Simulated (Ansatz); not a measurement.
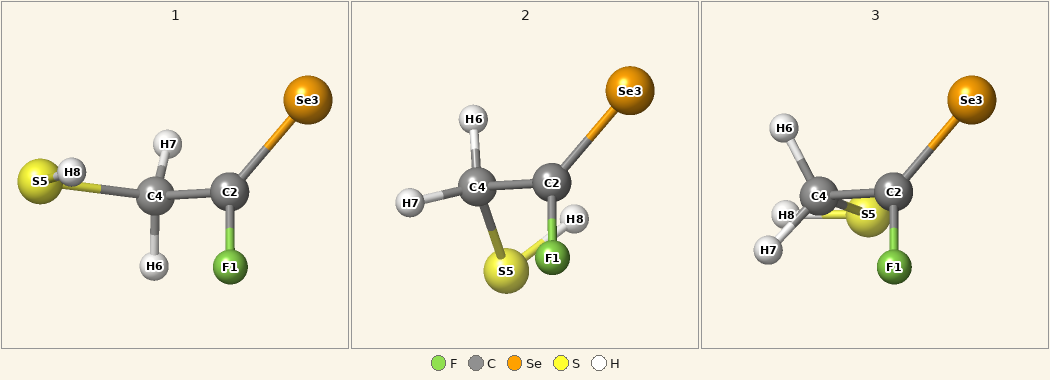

C₂H₃FSSe, SMILES FC(=[Se])CS. First axis: dihedral C2–C4–S5–H8. Second axis: dihedral F1–C2–C4–S5. Nothing is relaxed (all other coordinates rigid). The scan uses a 10 × 10 grid. Points are written as (first, second). All energies are given in meV relative to the lowest grid point. The calculation used Ansatz, RKS PBE0-D4/def2-SVP.

The numbered pictures are structures from this grid.

> Rank them by energy, lowest first.

2, at (−72°, −72°): 51 meV; 1, at (0°, 72°): 172 meV; 3, at (−180°, −108°): 207 meV.

The map, with the structures marked:

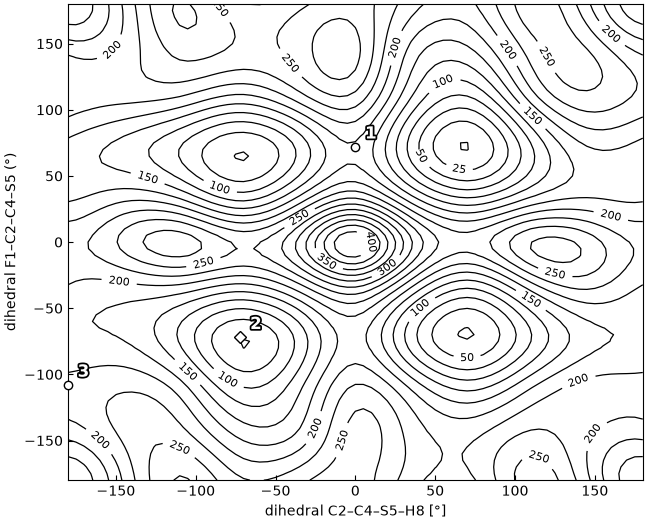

The picture shows contour lines labelled in meV. Between grid points the surface is interpolated.
